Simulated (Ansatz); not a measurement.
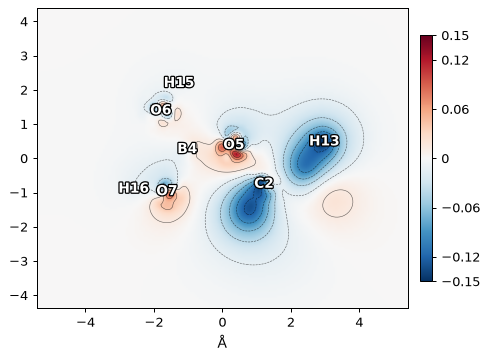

*C₃H₉BO₃. The HOMO on the plane of atoms O5, B4 and O6 (values in Å⁻³ᐟ²; the overall sign is arbitrary).*

Geometry: B3LYP/def2-SVP.

Level of theory: Ansatz, isolated molecule in a Gaussian basis; Kohn-Sham density functional theory, functional PBE0.

```xyz
16

C    -1.3052   -0.4357   -0.4267
C    -0.4047    0.5861    0.2628
C    -1.1861    1.6542    1.0175
B     1.5803    0.7339   -1.1695
O     0.4055    1.2527   -0.7119
O     2.2878    1.4103   -2.1285
O     2.0626   -0.4504   -0.6835
H    -1.9474   -0.9494    0.3067
H    -0.7009   -1.1968   -0.9428
H    -1.9531    0.0605   -1.1677
H     0.2589    0.0540    0.9669
H    -0.5001    2.3733    1.4908
H    -1.8425    2.2103    0.3285
H    -1.8107    1.2007    1.8029
H     1.8409    2.2259   -2.3874
H     2.9074   -0.6820   -1.0878
```

**Describe this orbital and give its energy.**

It lies mainly on O5 (about 45 %), C2 (about 15 %), C1 (about 10 %) and O6 (about 10 %). Its energy is −8.36 eV.
